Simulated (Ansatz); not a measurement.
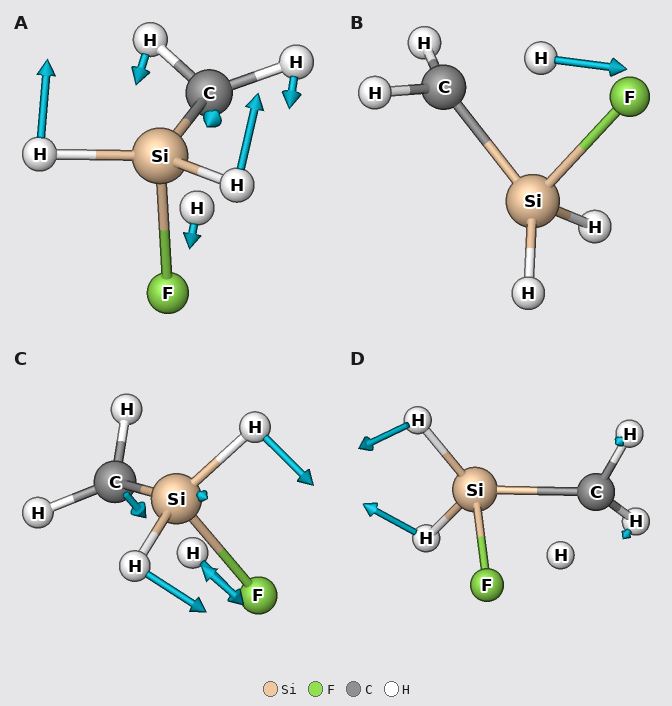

4 normal modes of one molecule or complex, as arrows. Harmonic vibrations computed with RKS PBE0-D4/def2-SVP (Ansatz 0.2.0) at a stationary point of the same level. It is a saddle point of order 1.

**Match the panels to the wavenumbers 1157i cm⁻¹, 580 cm⁻¹, 811 cm⁻¹, 969 cm⁻¹.**

A: 811 cm⁻¹
B: 1157i cm⁻¹
C: 580 cm⁻¹
D: 969 cm⁻¹, H–Si–H bending
